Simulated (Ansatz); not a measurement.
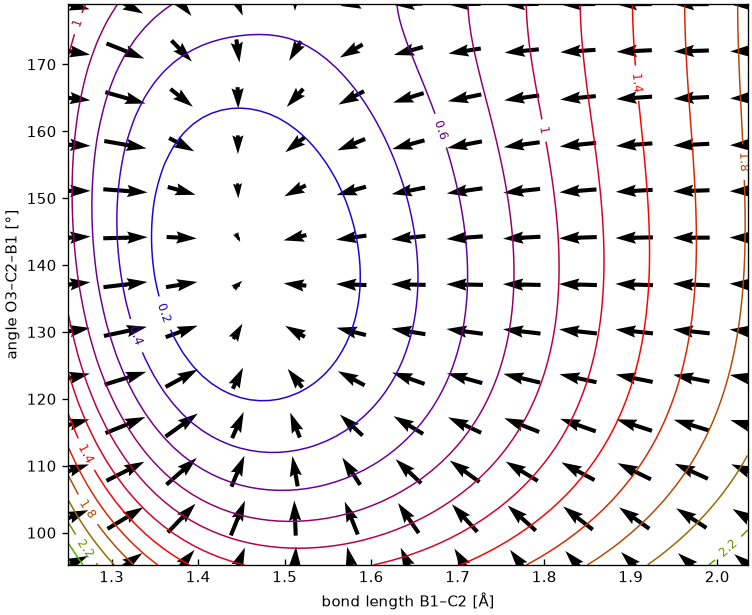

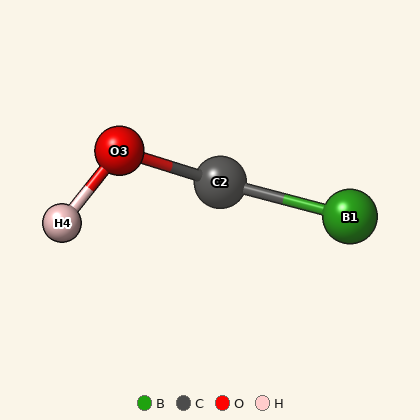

Energy landscape of CHBO, SMILES B#CO. The first coordinate is: bond length B1–C2; the second: angle O3–C2–B1. Nothing is relaxed (all other coordinates rigid). Grid: 13 × 13 points. Points are written as (first, second). Energies: eV, counted from the relaxed molecule at the same level. These are results of Ansatz, RKS r2SCAN-D4/def2-TZVP, not measurements.

In the figure: contour lines labelled in eV, dots at the grid points, arrows along the force (downhill), their lengths compressed. Between grid points the surface is interpolated. The second picture is the structure at the lowest point.

Q: What does the map say about the system?

A: The lowest grid point is at (1.446 Å, 137.1°), 0.006 eV from the relaxed molecule at the same level. It is the only kind of minimum in the scanned range. The highest grid point, (1.250 Å, 95.2°), lies 2.62 eV above the lowest. Round the minimum the two coordinates are weakly coupled (coupling 0.14 in units of the two stiffnesses).

Grid values (eV):

```tsv
angle O3–C2–B1 ↓, bond length B1–C2 →	1.250	1.316	1.381	1.446	1.512	1.577	1.643	1.708	1.774	1.839	1.904	1.970	2.035
179.0	1.14	0.76	0.58	0.50	0.47	0.51	0.63	0.79	0.98	1.19	1.41	1.63	1.84
172.0	1.01	0.61	0.42	0.35	0.38	0.46	0.60	0.77	0.97	1.18	1.40	1.62	1.83
165.0	0.92	0.49	0.28	0.23	0.27	0.37	0.53	0.72	0.94	1.16	1.38	1.61	1.83
158.0	0.86	0.40	0.18	0.12	0.17	0.29	0.47	0.67	0.90	1.13	1.36	1.60	1.82
151.1	0.84	0.35	0.12	0.05	0.10	0.23	0.41	0.63	0.86	1.10	1.35	1.58	1.81
144.1	0.86	0.34	0.09	0.01	0.05	0.18	0.37	0.60	0.84	1.09	1.33	1.58	1.81
137.1	0.93	0.38	0.10	0.01	0.04	0.17	0.36	0.59	0.83	1.09	1.34	1.58	1.82
130.1	1.05	0.46	0.16	0.05	0.08	0.20	0.39	0.61	0.86	1.11	1.36	1.61	1.84
123.1	1.22	0.60	0.27	0.15	0.16	0.27	0.45	0.67	0.91	1.16	1.40	1.65	1.88
116.1	1.46	0.81	0.45	0.30	0.30	0.39	0.56	0.77	1.00	1.24	1.48	1.72	1.94
109.2	1.77	1.08	0.70	0.52	0.50	0.58	0.73	0.92	1.14	1.36	1.59	1.82	2.04
102.2	2.16	1.44	1.03	0.83	0.78	0.83	0.96	1.13	1.33	1.54	1.75	1.96	2.16
95.2	2.63	1.88	1.44	1.22	1.14	1.17	1.27	1.41	1.58	1.77	1.96	2.14	2.32
```

Each point was launched as `ansatz run input.yaml --threads 1 --pin off --max-ram 2560MiB --backend cpu --events-out ev --progress --plain --runs-dir out`. Time for the 169 points that were run: 9 min on 1 thread of Arm Neoverse V2, with other jobs on the host.
